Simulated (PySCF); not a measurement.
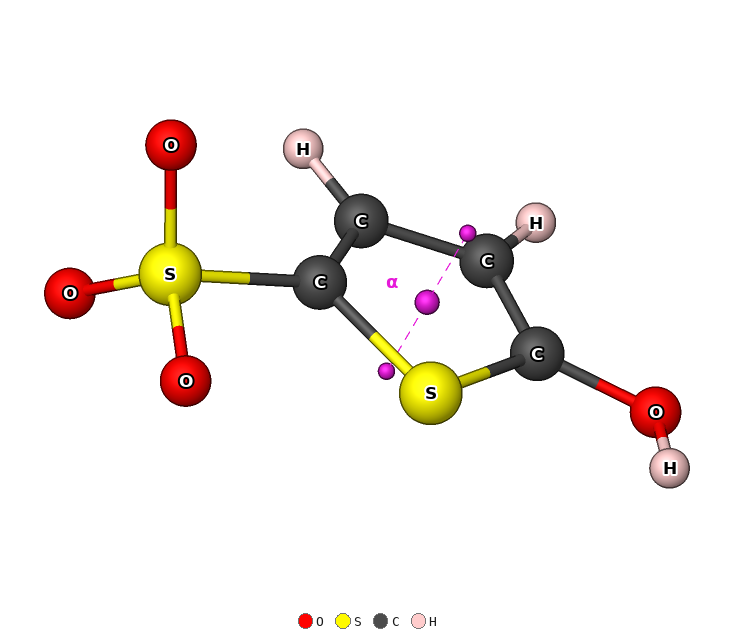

The small points mark where nucleus-independent chemical shifts (NICS) were computed: at the centre of each lettered ring and 1 Å above and below it. State: charge −1, singlet. Geometry: an image of a reaction path computed with GFN2-xTB, not a minimum. Level of theory: GIAO PBE0/pcSseg-1 NMR shielding, non-relativistic, gas phase (PySCF 2.14.0).

Give NICS(0), NICS(1) and the out-of-plane component NICS(1)zz for each ring (means of the two sides).

```tsv
ring	members	NICS(0)	NICS(1)	NICS(1)zz
α	C4S	−12.4	−9.5	−20.0
```

Values in ppm.

**What do the values say about the ring currents?**

Ring α: diatropic, as in an aromatic ring. NICS is one index among several.
